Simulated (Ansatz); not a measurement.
## Geometry relaxation of C₂H₇FSSi (part 1 of 2)

- system: C₂H₇FSSi
- method: RKS PBE-D4/6-31G* (Ansatz 0.2.0)

It belongs to a series of runs on one base structure; here: end point B relaxed. Figures and captions count atoms from 1; the log counts them from 0 in places.

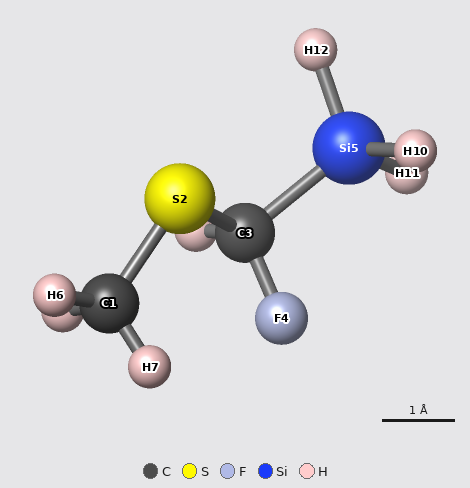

**Figure 1.** The starting structure (ball-and-stick view, seen at a tilt; atoms are numbered from 1 in the order of the input).

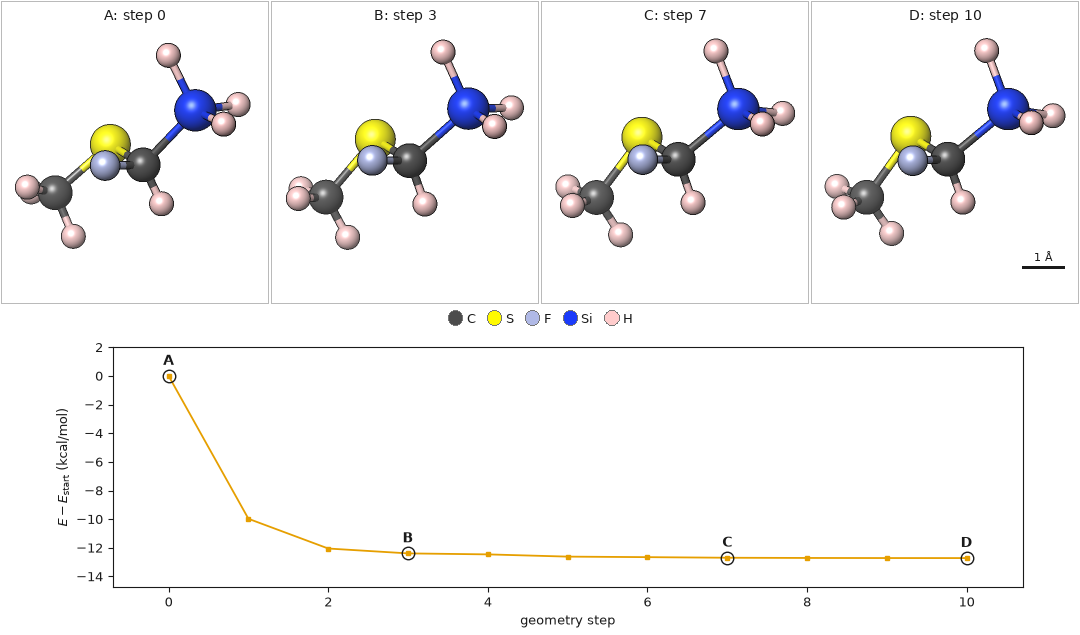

**Figure 2.** Frames of the relaxation (ball-and-stick view, seen at a tilt) above the curves, on which the letters mark them (the first geometry is step 0 here and step 1 in the log).

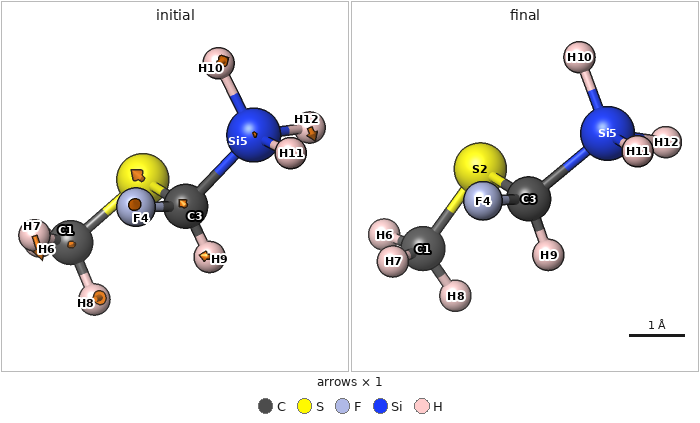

**Figure 3.** Before (left) and after (right) the relaxation, at one scale (ball-and-stick view, seen at a tilt). The orange arrows give the displacements, at true length. After 10 geometry steps the energy has fallen by 12.7 kcal/mol. The largest force component goes from 3.4 to 0.0065 eV/Å. The largest move after the best rigid fit is that of H7, 0.51 Å. Largest moves by element: H 0.51 Å, S 0.37 Å, F 0.34 Å, C 0.21 Å, Si 0.08 Å. Among the contacts that change: C3–F4 1.304 → 1.414 Å, C1–S2 1.762 → 1.830 Å, C3–H9 1.045 → 1.107 Å, Si5–H12 1.451 → 1.499 Å. Among the angles that change: H6–C1–H8 102.7° → 109.1°, F4–C3–H9 112.9° → 106.9°, S2–C1–H7 114.0° → 109.5°. (Atoms are counted from 1 in the order of the input.)

The input and output of the run follow.

## Input
```yaml
crystal:
  periodic: [false, false, false]
  atoms:
    - { symbol: C, position_ang: [-1.2404, 1.0107, 1.5953] }
    - { symbol: S, position_ang: [0.3559, 0.8896, 0.8587] }
    - { symbol: C, position_ang: [-0.0936, -0.226, -0.5212] }
    - { symbol: F, position_ang: [-0.732, -1.2505, -0.0276] }
    - { symbol: Si, position_ang: [1.4773, -0.8939, -1.3104] }
    - { symbol: H, position_ang: [-1.2458, 1.7754, 2.4176] }
    - { symbol: H, position_ang: [-1.612, 0.0943, 1.9665] }
    - { symbol: H, position_ang: [-1.9564, 1.457, 0.8361] }
    - { symbol: H, position_ang: [-0.671, 0.3288, -1.1919] }
    - { symbol: H, position_ang: [2.2965, -1.63379, -0.32276] }
    - { symbol: H, position_ang: [1.18163, -1.83347, -2.44786] }
    - { symbol: H, position_ang: [2.29275, 0.18639, -1.8322] }
basis:
  gaussian: { orbitals: "6-31G*" }
hamiltonian:
  xc: pbe
  dispersion: d4
relax:
  f_tol: 0.015
  max_steps: 40
```

Run as:
```bash
ansatz run input.yaml --threads 2 --pin off --max-ram 3072MiB --backend cpu --events-out ev --progress --plain --runs-dir out
```

## Log
```
The last accepted step is kept in [file] (removed where the run ends without a failure and the disk answers)
Engine: ansatz 0.2.0, aarch64-unknown-linux-gnu
Functional definition: PBE
  parameter kappa = 0.804
  parameter beta = 0.06672455060314922
  exchange = pbe_x(kappa = kappa, mu = beta*pi^2/3)
  correlation = pbe_c(beta = beta)
1190 factors; their error is unknown
mean field evaluation 1: about -23595.8534 eV, gradient 4.8e1 eV
mean field evaluation 2: about -23589.4622 eV, gradient 6.8e1 eV
mean field evaluation 4: about -23601.3984 eV, gradient 3.0e0 eV
mean field evaluation 8: about -23601.4200 eV, gradient 7.1e-2 eV
mean field evaluation 16: about -23601.3262 eV, gradient 1.3e-4 eV
mean field -23601.32620988 eV, -867.3327406595 hartree, gradient 1.7e-5 eV, S^2 0.000000; 0 other end points of the search recorded, 0 dependent functions left out
the calculation of the forces begins
reference -23601.32624390 eV, -867.3327419099 hartree; 29, 29 occupied and 68, 68 virtual orbitals, 1190 factors
relax step   1: F+E_penalty+E_count = -23601.59707173 eV  Δ(F+E_penalty+E_count) = +0.000e0 eV  max|allowed force component| = 3.420e0 eV/Å  Δτ_max = 0.0000 Å  (26 SCF iters, accepted)
these checks for a lower state are left out or cut short: starts, cluster_reference, orbital_swaps, neighbouring_geometries, increment
1190 factors; their error is unknown
mean field -23601.76106729 eV, -867.3487213746 hartree, gradient 2.6e-5 eV, S^2 0.000000; 0 other end points of the search recorded, 0 dependent functions left out
the calculation of the forces begins
reference -23601.76110137 eV, -867.3487226271 hartree; 29, 29 occupied and 68, 68 virtual orbitals, 1190 factors
relax step   2: F+E_penalty+E_count = -23602.02958153 eV  Δ(F+E_penalty+E_count) = -4.325e-1 eV  max|allowed force component| = 1.329e0 eV/Å  Δτ_max = 0.1185 Å  (28 SCF iters, accepted)
these checks for a lower state are left out or cut short: starts, cluster_reference, orbital_swaps, neighbouring_geometries, increment
1190 factors; their error is unknown
mean field evaluation 32: about -23601.8555 eV, gradient 2.3e-5 eV
mean field -23601.85550041 eV, -867.3521917278 hartree, gradient 2.3e-5 eV, S^2 0.000000; 0 other end points of the search recorded, 0 dependent functions left out
the calculation of the forces begins
reference -23601.85553476 eV, -867.3521929901 hartree; 29, 29 occupied and 68, 68 virtual orbitals, 1190 factors
relax step   3: F+E_penalty+E_count = -23602.11959207 eV  Δ(F+E_penalty+E_count) = -9.001e-2 eV  max|allowed force component| = 6.460e-1 eV/Å  Δτ_max = 0.1406 Å  (27 SCF iters, accepted)
these checks for a lower state are left out or cut short: starts, cluster_reference, orbital_swaps, neighbouring_geometries, increment
1190 factors; their error is unknown
mean field -23601.86911165 eV, -867.3526919316 hartree, gradient 1.5e-5 eV, S^2 0.000000; 0 other end points of the search recorded, 0 dependent functions left out
the calculation of the forces begins
reference -23601.86914598 eV, -867.3526931932 hartree; 29, 29 occupied and 68, 68 virtual orbitals, 1190 factors
relax step   4: F+E_penalty+E_count = -23602.13434488 eV  Δ(F+E_penalty+E_count) = -1.475e-2 eV  max|allowed force component| = 2.404e-1 eV/Å  Δτ_max = 0.0922 Å  (29 SCF iters, accepted)
these checks for a lower state are left out or cut short: starts, cluster_reference, orbital_swaps, neighbouring_geometries, increment
1190 factors; their error is unknown
mean field -23601.87101495 eV, -867.3527618765 hartree, gradient 1.3e-5 eV, S^2 0.000000; 0 other end points of the search recorded, 0 dependent functions left out
the calculation of the forces begins
reference -23601.87104928 eV, -867.3527631384 hartree; 29, 29 occupied and 68, 68 virtual orbitals, 1190 factors
relax step   5: F+E_penalty+E_count = -23602.13733945 eV  Δ(F+E_penalty+E_count) = -2.995e-3 eV  max|allowed force component| = 2.221e-1 eV/Å  Δτ_max = 0.1579 Å  (28 SCF iters, accepted)
these checks for a lower state are left out or cut short: starts, cluster_reference, orbital_swaps, neighbouring_geometries, increment
1190 factors; their error is unknown
mean field -23601.87874759 eV, -867.3530460458 hartree, gradient 1.3e-5 eV, S^2 0.000000; 0 other end points of the search recorded, 0 dependent functions left out
the calculation of the forces begins
reference -23601.87878193 eV, -867.3530473081 hartree; 29, 29 occupied and 68, 68 virtual orbitals, 1190 factors
relax step   6: F+E_penalty+E_count = -23602.14411612 eV  Δ(F+E_penalty+E_count) = -6.777e-3 eV  max|allowed force component| = 6.563e-2 eV/Å  Δτ_max = 0.0571 Å  (29 SCF iters, accepted)
these checks for a lower state are left out or cut short: starts, cluster_reference, orbital_swaps, neighbouring_geometries, increment
1190 factors; their error is unknown
mean field -23601.88027651 eV, -867.3531022326 hartree, gradient 1.4e-5 eV, S^2 0.000000; 0 other end points of the search recorded, 0 dependent functions left out
the calculation of the forces begins
reference -23601.88031080 eV, -867.3531034929 hartree; 29, 29 occupied and 68, 68 virtual orbitals, 1190 factors
relax step   7: F+E_penalty+E_count = -23602.14571079 eV  Δ(F+E_penalty+E_count) = -1.595e-3 eV  max|allowed force component| = 5.216e-2 eV/Å  Δτ_max = 0.0428 Å  (29 SCF iters, accepted)
these checks for a lower state are left out or cut short: starts, cluster_reference, orbital_swaps, neighbouring_geometries, increment
1190 factors; their error is unknown
mean field evaluation 64: about -23601.8825 eV, gradient 1.4e-4 eV
mean field -23601.88250881 eV, -867.3531842681 hartree, gradient 1.3e-5 eV, S^2 0.000000; 0 other end points of the search recorded, 0 dependent functions left out
the calculation of the forces begins
reference -23601.88254312 eV, -867.3531855291 hartree; 29, 29 occupied and 68, 68 virtual orbitals, 1190 factors
relax step   8: F+E_penalty+E_count = -23602.14751865 eV  Δ(F+E_penalty+E_count) = -1.808e-3 eV  max|allowed force component| = 6.423e-2 eV/Å  Δτ_max = 0.0641 Å  (30 SCF iters, accepted)
these checks for a lower state are left out or cut short: starts, cluster_reference, orbital_swaps, neighbouring_geometries, increment
1190 factors; their error is unknown
mean field -23601.88313711 eV, -867.3532073580 hartree, gradient 1.4e-5 eV, S^2 0.000000; 0 other end points of the search recorded, 0 dependent functions left out
the calculation of the forces begins
reference -23601.88317148 eV, -867.3532086209 hartree; 29, 29 occupied and 68, 68 virtual orbitals, 1190 factors
relax step   9: F+E_penalty+E_count = -23602.14816034 eV  Δ(F+E_penalty+E_count) = -6.417e-4 eV  max|allowed force component| = 4.633e-2 eV/Å  Δτ_max = 0.0391 Å  (30 SCF iters, accepted)
these checks for a lower state are left out or cut short: starts, cluster_reference, orbital_swaps, neighbouring_geometries, increment
1190 factors; their error is unknown
mean field -23601.88344534 eV, -867.3532186849 hartree, gradient 1.4e-5 eV, S^2 0.000000; 0 other end points of the search recorded, 0 dependent functions left out
the calculation of the forces begins
reference -23601.88347971 eV, -867.3532199482 hartree; 29, 29 occupied and 68, 68 virtual orbitals, 1190 factors
relax step  10: F+E_penalty+E_count = -23602.14843921 eV  Δ(F+E_penalty+E_count) = -2.789e-4 eV  max|allowed force component| = 2.185e-2 eV/Å  Δτ_max = 0.0131 Å  (31 SCF iters, accepted)
these checks for a lower state are left out or cut short: starts, cluster_reference, orbital_swaps, neighbouring_geometries, increment
1190 factors; their error is unknown
mean field -23601.88332508 eV, -867.3532142656 hartree, gradient 1.4e-5 eV, S^2 0.000000; 0 other end points of the search recorded, 0 dependent functions left out
the calculation of the forces begins
reference -23601.88335945 eV, -867.3532155285 hartree; 29, 29 occupied and 68, 68 virtual orbitals, 1190 factors
```
